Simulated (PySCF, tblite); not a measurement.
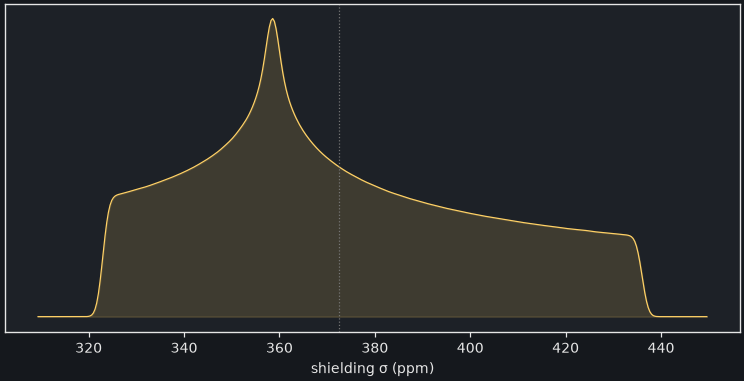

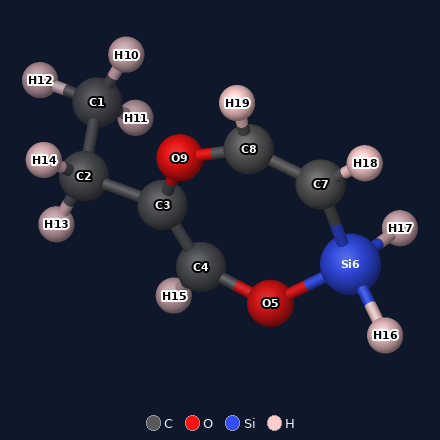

Static powder pattern (²⁹Si) from GIAO shielding tensors of C₆H₁₀O₂Si, SMILES CCC1=CO[SiH2]C=CO1, PBE0/pcSseg-1, PySCF, at a GFN2-xTB geometry (a minimum by its frequencies); absolute shielding, one fixed geometry of the isolated molecule without any motion, no dipolar terms. The dotted line is the isotropic value; skew is 3(σiso − σ22)/span.

Question: The pattern belongs to Si6. Give the principal values, span and skew.

Answer: Si6: σ11, σ22, σ33 = 323, 359, 436 ppm, isotropic 373, span 113 ppm, skew 0.37.

Note: the tight-binding geometry is rougher than a DFT one and adds to the error; one conformer of a flexible molecule.
